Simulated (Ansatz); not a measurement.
System: C$_{3}$H$_{5}$ClSi (SMILES C=C1[SiH2]C1Cl).

The calculation's input:

```
crystal:
  periodic: [false, false, false]
  atoms:
    - { symbol: C, position_ang: [-0.0107, 1.6741, 0.3195] }
    - { symbol: C, position_ang: [0.0306, 0.407, 0.0746] }
    - { symbol: Si, position_ang: [-0.0591, -0.9932, 1.0342] }
    - { symbol: C, position_ang: [0.3042, -0.2578, -1.1464] }
    - { symbol: Cl, position_ang: [-1.2139, -0.9777, -1.9583] }
    - { symbol: H, position_ang: [-0.2146, 2.1423, 1.301] }
    - { symbol: H, position_ang: [0.0361, 2.4334, -0.507] }
    - { symbol: H, position_ang: [1.2911, -1.7124, 1.2213] }
    - { symbol: H, position_ang: [-1.1885, -1.8889, 0.9679] }
    - { symbol: H, position_ang: [1.108, -0.8779, -1.3038] }
basis:
  gaussian: { orbitals: def2-SVP }
hamiltonian:
  xc: pbe
  dispersion: d4
relax:
  f_tol: 0.015
  max_steps: 40
output:
  orbitals: {}
```

Launched as:

```sh
ansatz run input.yaml --threads 2 --pin off --max-ram 3072MiB --backend cpu --events-out ev --progress --plain --runs-dir out
```

The fields are those of the run's last geometry, not of the input's.

These are results of RKS PBE-D4/def2-SVP in Ansatz 0.2.0, not measurements.

What can the converged electron density and electron localisation function tell about the bonding?

C–C (1.34 Å): the density is about 2.2 e/Å³ at the midpoint; the ELF peaks at about 0.95 between the atoms: a short, multiple covalent bond.
C–H (1.10 Å): ρ is about 1.9 e/Å³ halfway; the ELF climbs to about 1 towards the hydrogen, as it does in any bond to H (a covalent bond by its length).
C–C (1.49 Å): ρ at the midpoint is about 1.7 e/Å³; the ELF peaks at about 0.90 between the atoms; a covalent bond.

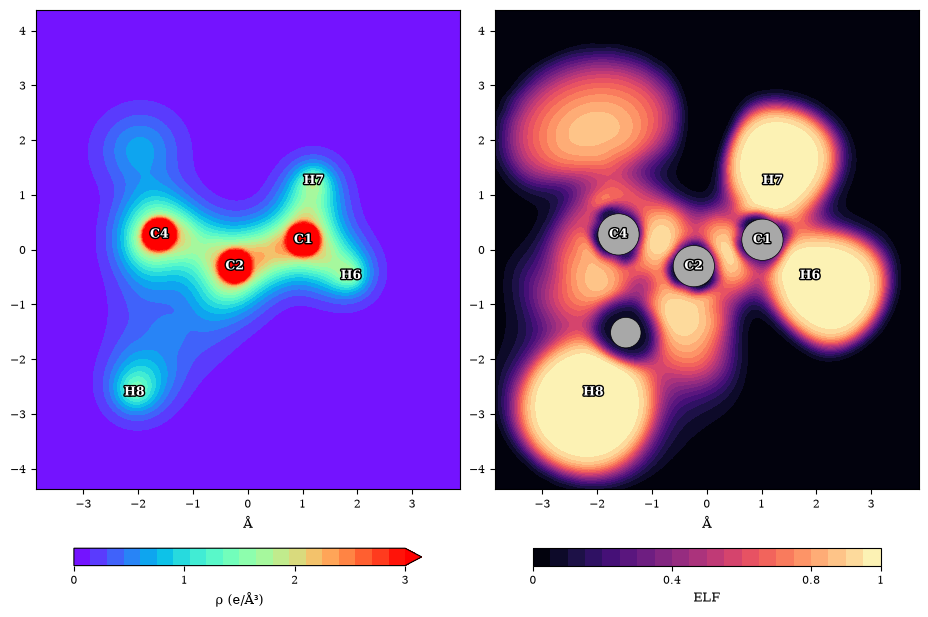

Computed electron density and electron localisation function on the plane of atoms C1, C2 and C4, in this order. Grey discs cover the atomic cores in the ELF map. 
